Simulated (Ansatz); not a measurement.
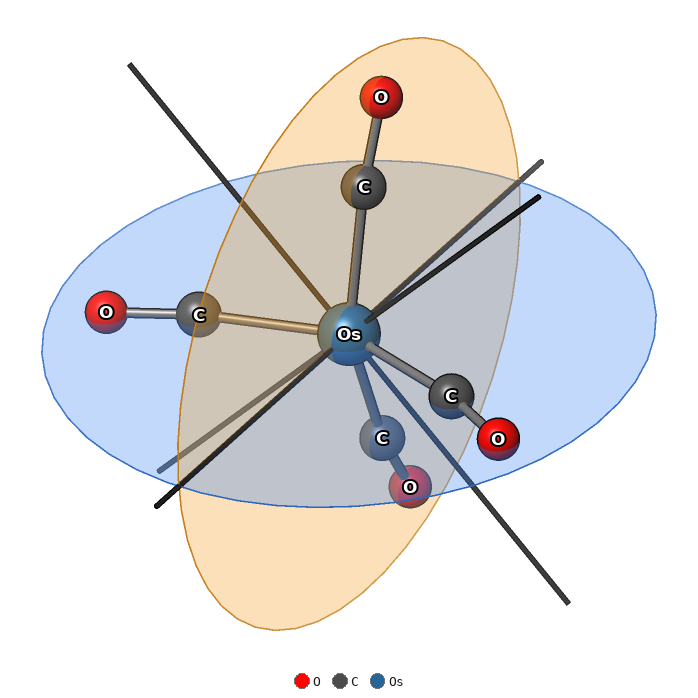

All proper rotation axes (lines) and mirror planes (discs) of the structure are drawn in. Depth is shown by fading: the farther an atom, the more it takes the colour of the background. Charge 0, singlet. The geometry was computed by an optimisation with PBE0-D4/def2-TZVP.

### What is the order of each axis, and which point group results?

It has 3 C2 axes, 1 S4 axis and 2 mirror planes. Point group D2d. The group has 8 operations. The geometry is achiral, and symmetry forbids a dipole moment.
